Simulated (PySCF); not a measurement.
# CH10OSi3: a tour of settings, part 2 of 2

PySCF 2.14.0. Atoms count from 0. The steps go on from the part before.

## Step 4: Nuclear shieldings: PBE0/6-31++G**

Job settings and geometry (Å):

```
{"job": {"kind": "nmr", "xc": "PBE0", "basis": "6-31++G**", "pop": false, "scf": {"guess": "atom"}}, "charge": 0, "multiplicity": 1}
C     -3.157623    -0.427246     0.093362
O     -1.777245    -0.572472    -0.021094
Si    -0.662291     0.563140    -0.348429
Si     1.234650    -0.739333    -0.348844
Si     3.178064     0.465415    -0.023327
H     -3.409811     0.221814     0.935551
H     -3.580471     0.003077    -0.817653
H     -3.590378    -1.415039     0.257799
H     -0.723077     1.635178     0.661014
H     -1.009880     1.252067    -1.603112
H      1.361651    -1.475659    -1.620937
H      1.162902    -1.825104     0.645160
H      3.274504     1.059398     1.312594
H      4.400691    -0.321910    -0.192019
H      3.293900     1.584664    -0.963287
```

Method: GIAO PBE0/6-31++G** NMR shielding, non-relativistic, gas phase.

Output:

```text
final grid: 111920 points
cycle   1  E = -987.0745106031  dE =  8.376e-01  |g| = 9.493e-01  |ddm| = 3.737e+00
cycle   2  E = -986.6850551021  dE =  3.895e-01  |g| = 1.653e+00  |ddm| = 4.082e+00
cycle   3  E = -987.2753200963  dE = -5.903e-01  |g| = 1.804e-01  |ddm| = 3.442e+00
cycle   4  E = -987.2815946128  dE = -6.275e-03  |g| = 6.813e-02  |ddm| = 2.459e-01
cycle   5  E = -987.2827136172  dE = -1.119e-03  |g| = 1.218e-02  |ddm| = 7.792e-02
cycle   6  E = -987.2827515753  dE = -3.796e-05  |g| = 2.427e-03  |ddm| = 2.145e-02
cycle   7  E = -987.2827537654  dE = -2.190e-06  |g| = 3.918e-04  |ddm| = 6.710e-03
cycle   8  E = -987.2827538246  dE = -5.919e-08  |g| = 9.190e-05  |ddm| = 1.364e-03
cycle   9  E = -987.2827538277  dE = -3.098e-09  |g| = 2.045e-05  |ddm| = 2.713e-04
cycle  10  E = -987.2827538278  dE = -1.457e-10  |g| = 4.969e-06  |ddm| = 5.997e-05
converged SCF energy = -987.2827538278

GIAO shielding tensors (ppm)
atom      isotropic    diamagn.    paramagn.     s11        s22        s33       span
  0 C      144.206     238.193     -93.987    116.412    118.141    198.065     81.653
  1 O      345.339     398.162     -52.824    305.639    355.956    374.421     68.783
  2 Si     413.146     882.494    -469.347    341.514    384.817    513.109    171.595
  3 Si     510.526     882.834    -372.308    478.895    520.061    532.622     53.727
  4 Si     504.109     879.304    -375.195    497.214    503.025    512.088     14.873
  5 H       28.173      27.461       0.713     24.137     25.774     34.608     10.471
  6 H       28.240      27.256       0.985     24.260     25.827     34.635     10.375
  7 H       27.839      28.095      -0.256     23.553     25.556     34.407     10.854
  8 H       26.498      32.200      -5.702     23.083     25.772     30.638      7.555
  9 H       26.385      31.440      -5.055     23.300     25.347     30.508      7.207
 10 H       28.129      30.102      -1.973     24.586     26.216     33.585      8.999
 11 H       28.258      30.474      -2.216     24.582     26.428     33.762      9.180
 12 H       28.437      29.094      -0.657     25.069     26.270     33.972      8.903
 13 H       28.373      27.511       0.863     24.920     25.800     34.399      9.479
 14 H       28.539      28.932      -0.393     25.046     26.527     34.045      8.999
```

Run time: 32 s. Hardware: 1 thread of Arm Neoverse N1, shared host; peak memory 0.72 GiB.

The references, computed at this level on geometries of the same kind, shield at (ppm): 1H TMS 31.85, 13C TMS 198.5, 29Si TMS 407.9, 17O H2O 338.1. Their shielding less the atom's gives the shift. The references are single molecules in the gas phase, so shifts against H2O, NH3, PH3, H3PO4 or CFCl3 are not on the usual liquid scales and can be off by tens of ppm. Atoms listed in one row are averaged.

| atoms | environment | σ (ppm) | δ (ppm) |
| --- | --- | --- | --- |
| C0 | methyl carbon bonded to O | 144.2 | 54.3 |
| H8, H9 | hydrogen on a silicon bonded to O, Si | 26.44 | 5.41 |
| H5, H6, H7 | hydrogen on a methyl carbon bonded to O | 28.08 | 3.77 |
| H10, H11 | hydrogen on a silicon bonded to 2 Si | 28.19 | 3.66 |
| H12, H13, H14 | hydrogen on a silicon bonded to Si | 28.45 | 3.40 |
| O1 | oxygen bonded to C, Si | 345.3 | -7.3 |
| Si2 | silicon bonded to O, Si, 2 H | 413.1 | -5.3 |
| Si4 | silicon bonded to Si, 3 H | 504.1 | -96.2 |
| Si3 | silicon bonded to 2 Si, 2 H | 510.5 | -102.7 |

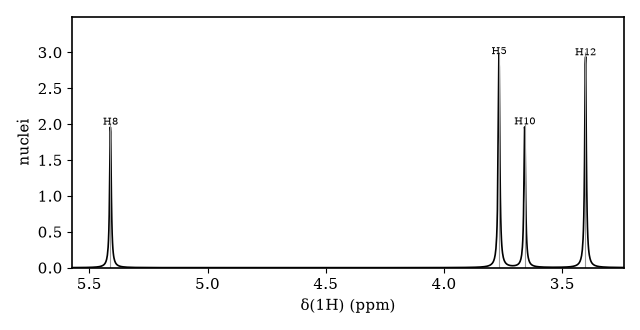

1H lines at the computed shifts, without couplings. Lines are broadened to a width of 0.01 ppm (Lorentzian).

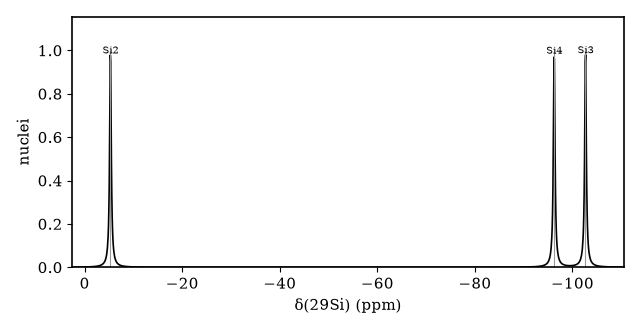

29Si lines at the computed shifts, without couplings. Lines are broadened to a width of 0.39 ppm (Lorentzian).

## Step 5: Shielding tensors: KT3/def2-SVP

Settings changed since step 4:

```diff
@@ -1,2 +1,2 @@
-{"job": {"kind": "nmr", "xc": "PBE0", "basis": "6-31++G**", "pop": false, "scf": {"guess": "atom"}}, "charge": 0, "multiplicity": 1}
+{"job": {"kind": "nmr", "xc": "KT3", "basis": "def2-SVP", "pop": true, "scf": {"aux": "def2-universal-jkfit"}}, "charge": 0, "multiplicity": 1}
 C     -3.157623    -0.427246     0.093362
```

Level: GIAO KT3/def2-SVP NMR shielding, non-relativistic, gas phase.

Output:

```text
final grid: 111920 points
cycle   1  E = -995.9205212081  dE =  1.516e-01  |g| = 7.608e-01  |ddm| = 3.562e+00
cycle   2  E = -995.2659767789  dE =  6.545e-01  |g| = 1.878e+00  |ddm| = 3.245e+00
cycle   3  E = -996.0394259238  dE = -7.734e-01  |g| = 9.061e-02  |ddm| = 2.773e+00
cycle   4  E = -996.0420848055  dE = -2.659e-03  |g| = 3.345e-02  |ddm| = 2.001e-01
cycle   5  E = -996.0424252087  dE = -3.404e-04  |g| = 1.155e-02  |ddm| = 5.846e-02
cycle   6  E = -996.0424753044  dE = -5.010e-05  |g| = 1.845e-03  |ddm| = 1.823e-02
cycle   7  E = -996.0424760054  dE = -7.009e-07  |g| = 5.981e-04  |ddm| = 2.370e-03
cycle   8  E = -996.0424761274  dE = -1.221e-07  |g| = 1.108e-04  |ddm| = 8.982e-04
cycle   9  E = -996.0424761315  dE = -4.039e-09  |g| = 1.822e-05  |ddm| = 1.639e-04
cycle  10  E = -996.0424761316  dE = -9.481e-11  |g| = 6.981e-06  |ddm| = 3.765e-05
converged SCF energy = -996.0424761316

GIAO shielding tensors (ppm)
atom      isotropic    diamagn.    paramagn.     s11        s22        s33       span
  0 C      140.417     239.557     -99.140    113.692    115.546    192.013     78.322
  1 O      333.883     397.842     -63.959    286.016    345.611    370.022     84.006
  2 Si     435.249     883.758    -448.509    368.245    406.912    530.590    162.344
  3 Si     525.011     883.881    -358.871    499.852    528.161    547.019     47.167
  4 Si     519.510     880.539    -361.029    509.251    516.458    532.821     23.570
  5 H       28.402      28.647      -0.245     24.622     25.994     34.589      9.967
  6 H       28.450      27.877       0.573     24.768     25.970     34.612      9.844
  7 H       28.060      27.900       0.160     23.922     25.882     34.375     10.453
  8 H       26.590      32.319      -5.730     23.269     25.759     30.740      7.471
  9 H       26.511      31.585      -5.074     23.547     25.348     30.637      7.090
 10 H       28.382      30.724      -2.341     25.109     26.531     33.507      8.398
 11 H       28.438      31.298      -2.861     24.911     26.822     33.581      8.670
 12 H       28.590      29.710      -1.120     25.375     26.554     33.841      8.465
 13 H       28.505      28.378       0.127     25.242     25.964     34.309      9.067
 14 H       28.724      29.493      -0.769     25.450     26.778     33.945      8.495
```

Run time: 27 s. Hardware: 1 thread of Arm Neoverse N1, shared host; peak memory 0.63 GiB.

This run: δ C0 53.1, O1 3.7, Si2 -23.4, Si4 -107.6, H8 5.29, H5 3.54 ppm (means over like atoms).

## Step 6: NMR shieldings: PW91/IGLO-II

Settings changed since step 5:

```diff
@@ -1,2 +1,2 @@
-{"job": {"kind": "nmr", "xc": "KT3", "basis": "def2-SVP", "pop": true, "scf": {"aux": "def2-universal-jkfit"}}, "charge": 0, "multiplicity": 1}
+{"job": {"kind": "nmr", "xc": "PW91", "basis": "IGLO-II", "pop": false}, "charge": 0, "multiplicity": 1}
 C     -3.157623    -0.427246     0.093362
```

Level: GIAO PW91/IGLO-II NMR shielding, non-relativistic, gas phase.

Output:

```text
coarse grid: 13248 points
cycle   1  E = -987.5547510132  dE =  1.389e-01  |g| = 8.322e-01  |ddm| = 2.841e+00
cycle   2  E = -986.8071270239  dE =  7.476e-01  |g| = 2.062e+00  |ddm| = 2.853e+00
cycle   3  E = -987.6692282383  dE = -8.621e-01  |g| = 1.635e-01  |ddm| = 2.563e+00
cycle   4  E = -987.6749487083  dE = -5.720e-03  |g| = 5.934e-02  |ddm| = 1.974e-01
cycle   5  E = -987.6755296459  dE = -5.809e-04  |g| = 3.002e-02  |ddm| = 5.762e-02
cycle   6  E = -987.6757525043  dE = -2.229e-04  |g| = 3.369e-03  |ddm| = 2.264e-02
cycle   7  E = -987.6757543306  dE = -1.826e-06  |g| = 1.126e-03  |ddm| = 3.253e-03
final grid: 111920 points
cycle   8  E = -987.7260272607  dE = -5.339e-05  |g| = 1.082e-02  |ddm| = 1.642e-02
cycle   9  E = -987.7259715864  dE =  5.567e-05  |g| = 2.079e-02  |ddm| = 1.650e-02
cycle  10  E = -987.7260449529  dE = -7.337e-05  |g| = 2.354e-03  |ddm| = 1.273e-02
cycle  11  E = -987.7260459813  dE = -1.028e-06  |g| = 6.722e-04  |ddm| = 2.211e-03
cycle  12  E = -987.7260460873  dE = -1.060e-07  |g| = 7.783e-05  |ddm| = 5.062e-04
cycle  13  E = -987.7260460884  dE = -1.097e-09  |g| = 3.613e-05  |ddm| = 1.116e-04
cycle  14  E = -987.7260460888  dE = -4.111e-10  |g| = 3.916e-06  |ddm| = 4.373e-05
converged SCF energy = -987.7260460888

GIAO shielding tensors (ppm)
atom      isotropic    diamagn.    paramagn.     s11        s22        s33       span
  0 C      126.111     238.591    -112.481     96.222     97.563    184.547     88.325
  1 O      328.601     399.281     -70.680    274.988    346.152    364.664     89.676
  2 Si     355.735     883.311    -527.576    275.628    323.373    468.203    192.574
  3 Si     462.224     882.620    -420.396    433.502    468.704    484.465     50.963
  4 Si     457.986     880.883    -422.897    446.703    456.279    470.976     24.273
  5 H       28.408      28.224       0.184     24.668     25.972     34.582      9.914
  6 H       28.458      27.895       0.563     24.820     25.961     34.594      9.773
  7 H       28.062      28.128      -0.066     23.946     25.870     34.369     10.423
  8 H       26.187      31.246      -5.059     23.008     25.446     30.108      7.100
  9 H       26.110      30.769      -4.659     23.311     25.044     29.975      6.664
 10 H       28.091      30.208      -2.117     24.918     26.336     33.018      8.099
 11 H       28.184      30.624      -2.440     24.810     26.631     33.110      8.300
 12 H       28.302      29.496      -1.194     25.178     26.361     33.365      8.187
 13 H       28.231      28.619      -0.387     25.064     25.806     33.824      8.759
 14 H       28.432      29.336      -0.904     25.254     26.575     33.467      8.213
```

It took 42 s on 1 thread of Arm Neoverse N1, shared host; peak memory 0.73 GiB.

In short: δ C0 57.7, O1 7.2, Si2 -26.2, Si4 -128.5, H8 5.91, H10 3.92 ppm (means over like atoms).

## Step 7: Comparing the runs: NMR shifts

Shifts (ppm) of some atoms, chosen among heavy atoms and hydrogens apart, means over like atoms, with basis size and wall time:

| run | C0 | H8 | H12 | O1 | Si2 | Si4 | Si3 | functions | time |
| --- | --- | --- | --- | --- | --- | --- | --- | --- | --- |
| PBE0/6-31++G** | 54.3 | 5.41 | 3.40 | -7.3 | -5.3 | -96.2 | -102.7 | 162 | 32 s |
| KT3/def2-SVP | 53.1 | 5.29 | 3.23 | 3.7 | -23.4 | -107.6 | -113.1 | 132 | 27 s |
| PW91/IGLO-II | 57.7 | 5.91 | 3.74 | 7.2 | -26.2 | -128.5 | -132.7 | 209 | 42 s |

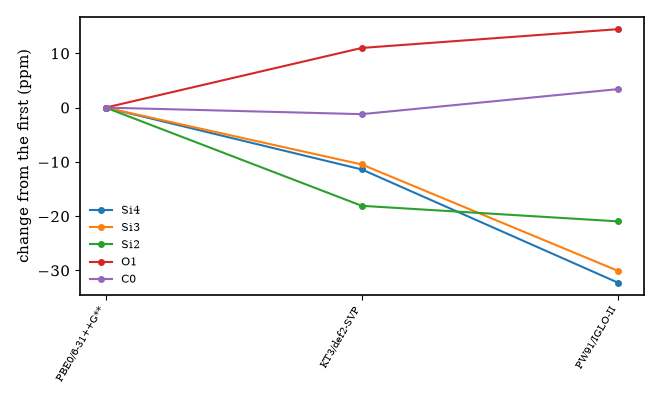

How five of the tabulated atoms move from run to run.

## Step 8: Outcome

What follows sums up all 2 parts.

| quantity | value |
| --- | --- |
| 13C shifts against TMS (PBE0/6-31++G**) | 54.3 ppm |
| 1H shifts against TMS (PBE0/6-31++G**, means over atoms taken as alike) | 5.41, 3.77, 3.66, 3.40 ppm |
| 17O shifts against H2O (PBE0/6-31++G**) | -7.3 ppm |
| 29Si shifts against TMS (PBE0/6-31++G**) | -5.3, -96.2, -102.7 ppm |
| range of the shift of Si4 | -128.5 to -96.2 ppm |
| property runs in this session | 5, of which 0 failed and 2 gave unsound results |

In words: Single values in the summary come from the first run of each kind that ended normally (PBE0/6-31++G**), which need not be the best level. At PBE0/6-31++G**: The widest tensor belongs to Si2: span 172 ppm, with a paramagnetic part of -469 ppm. In ppm, Si4 moves most: its shift spreads over 32.2 ppm, from -128.5 (PW91/IGLO-II) to -96.2 (PBE0/6-31++G**).
